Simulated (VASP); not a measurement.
Band structure of MgH$_{2}$ (rutile). All values below come from PBE GGA with D4 dispersion, VASP's PBE PAW potentials (set 64) (plane waves; VASP).

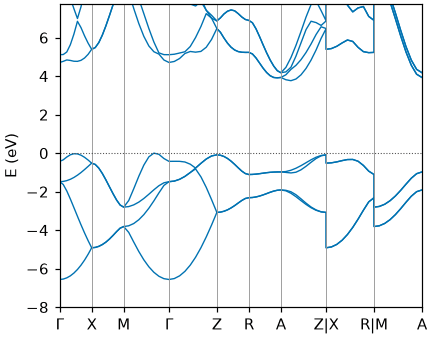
*Bands along high-symmetry lines, zero at the valence-band maximum or, without a gap, the Fermi level*

Read the plot: is there a gap, and where are the band edges?

The gap is indirect, 3.76 eV, from the valence maximum at M-Γ at 0.67 to the conduction minimum at A-Z at 0.22. (Edges off the drawn lines would not show.)

The compound is MgH2 in the rutile structure. It was relaxed first.
